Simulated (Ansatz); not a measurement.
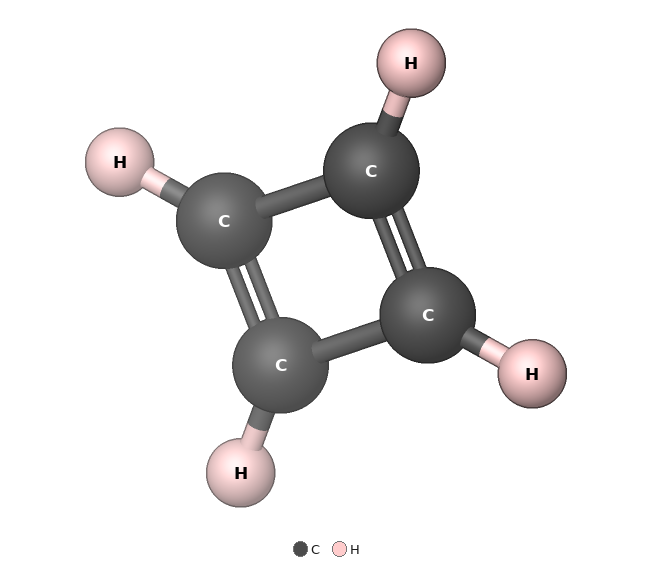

Source: calculation with Ansatz.

Orthographic view. Atoms fade into the background with distance from the viewer. Geometry: a fixed input geometry, not necessarily a minimum.

Write the InChI string.

Answer. InChI=1S/C4H4/c1-2-4-3-1/h1-4H
